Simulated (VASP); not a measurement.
```
CELL_PARAMETERS angstrom
      0.00000     2.34266     2.34266
      2.34266     0.00000     2.34266
      2.34266     2.34266     0.00000
ATOMIC_POSITIONS crystal
  Zr 0.00000 0.00000 0.00000
  N  0.50000 0.50000 0.50000
```

Calculation: vdW-DF2, VASP's PBE PAW potentials (set 64) (plane waves; VASP). Run with 520 eV cut-off, 15×15×15 Γ-centred mesh, tetrahedra with Blöchl corrections, potentials Zr_sv N.

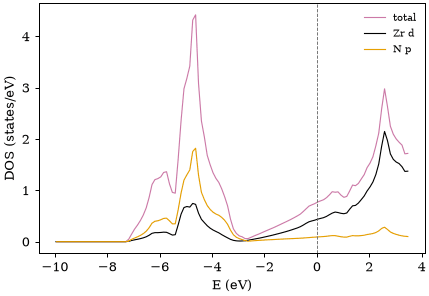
Total and projected density of states, zero at the Fermi level

Within 2 eV below the Fermi level the largest weight inside VASP's projection spheres is Zr d, then N p.

It has no gap at this level: it comes out as a metal or semimetal.

The compound is ZrN in the rock salt structure. It was relaxed first, which changed the volume by +7 %. The electron count is odd and the run is not spin-polarised, which forces a metal.
